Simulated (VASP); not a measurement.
Band structure of PtAs2 (pyrite). Calculation: PBEsol GGA, VASP's PBE PAW potentials (set 64) (plane waves; VASP 6.6.1).

Unless said otherwise, spin-orbit coupling is left out, though it shifts the bands of the heavy elements here.

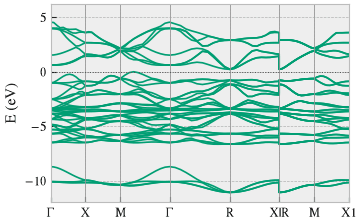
Figure. Bands along high-symmetry lines, zero at the valence-band maximum or, without a gap, the Fermi level

Problem. Read the plot: is there a gap, and where are the band edges?

Solution. The gap is indirect, 0.22 eV, from the valence maximum at M-Γ at 0.27 to the conduction minimum at R. (Edges off the drawn lines would not show.)

The compound is PtAs2 in the pyrite structure. It was relaxed first.
